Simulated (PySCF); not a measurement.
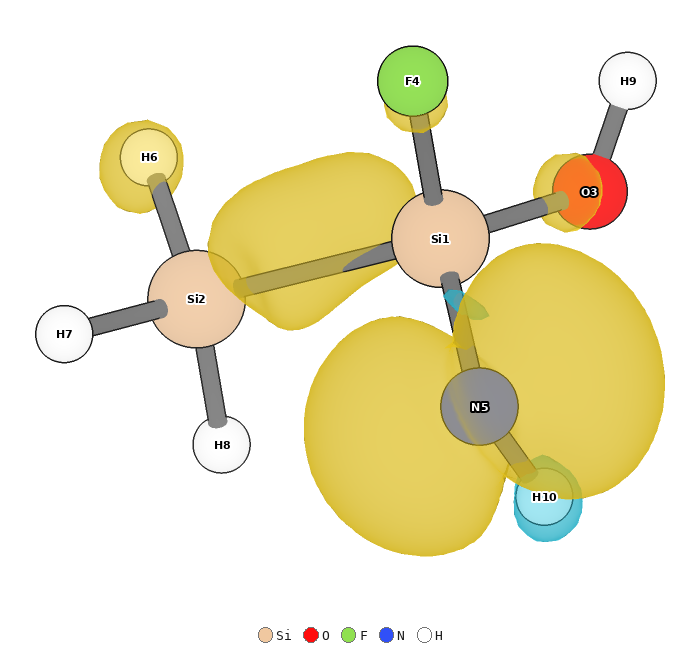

Figure. FH₅NOSi₂ (doublet). Isosurfaces of the spin density (α minus β) at +0.015 (yellow) and −0.015 e/Å³ (cyan), seen at a tilt.

Geometry: PBE0-D3(BJ)/def2-SVP.

These are results of UKS B3LYP, IGLO-III on F N O Si, pcH-1 on H, non-relativistic, mean-field spin-orbit, GIAO (PySCF 2.14.0, density-fitted response routines), not measurements.

```
atom    x (Å)    y (Å)    z (Å)
  Si   0.0559   0.1046   0.7796
  Si   0.4443  -0.4105  -1.4757
   O  -1.3721  -0.5175   1.3396
   F   1.2376  -0.5457   1.6860
   N   0.1669   1.8326   0.8767
   H   0.4247  -1.8957  -1.6516
   H   1.7659   0.1242  -1.9176
   H  -0.6373   0.1931  -2.3123
   H  -1.3245  -1.2290   1.9856
   H  -0.7197   2.3184   0.6913
```

### Where is the unpaired spin?

The unpaired spin (1 electron) lies mostly on N5 (about 0.8) and Si1 (about 0.1), in electrons by Hirshfeld's partition.
